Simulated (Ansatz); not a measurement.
# Fields on a plane of PbI2 (CdI2 type)

```yaml
crystal:
  lattice:
    - [4.55930, 0.00000, 0.00000]
    - [-2.27965, 3.94847, 0.00000]
    - [0.00000, 0.00000, 6.97268]
  atoms:
    - { symbol: Pb, position: [0.00000, 0.00000, 0.00000] }
    - { symbol: I, position: [0.33333, 0.66667, 0.27092] }
    - { symbol: I, position: [0.66667, 0.33333, 0.72908] }
```

The slice is a (-1 1 0 2) plane (indices of the conventional cell) through the point (0.000, 0.000, 0.000) (fractional), spanned by u = [110] and v = [1 -1 1] in vectors of this cell: u (4.56 Å) and v (10.53 Å, at 90° to u). It covers one period; positions are fractions (u, v).

Atoms on it: Pb at (0.00, 0.00). Other atoms lie within 1 Å of the plane.

Computed with PBE-D3(BJ) (plane waves to 420 eV, PAW, scalar-relativistic; Ansatz, a quantum-chemistry and plane-wave program). k mesh 8×8×5. Inside the PAW spheres the values are not all-electron values, and peaks at nuclei hang on which shells count as valence. PbI2 was relaxed with its symmetry unable to fall. Spin-orbit coupling is left out, though I and Pb are heavy. The PAW data are Ansatz's earlier set.

```
|111199552222559911|
|778877331111337788|
|222222111111112222|
|111100000000000011|
|444411000000001144|
|443322000000002233|
|111111110000111111|
|222211000000001122|
|111100000000000011|
|111100000000000011|
|111100000000000011|
|222211000000001122|
|111111110000111111|
|443322000000002233|
|444411000000001144|
|111100000000000011|
|222222111111112222|
|778877331111337788|
|111199552222559911|
|001188552222558811|
```
Scale: ten equal steps from 0.000 (start of '0') to 0.064 (end of '9'), in the order '0123456789'. Values: density of the lowest conduction band (whole band as if filled, smooth part) in e/Å³. The map has 9 points along u (two characters each, u = 0 at the left) and 20 along v (v = 0 in the bottom row). 

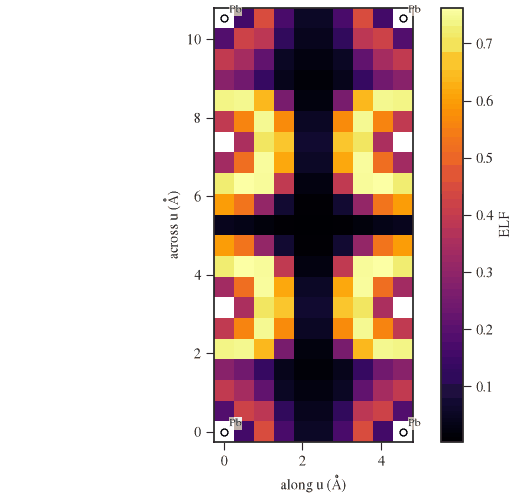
Fig. 1. Electron localisation function (ELF), one period of the plane, atoms marked. Points within 0.5 Å of a nucleus are left white, as the pseudised field means little there.
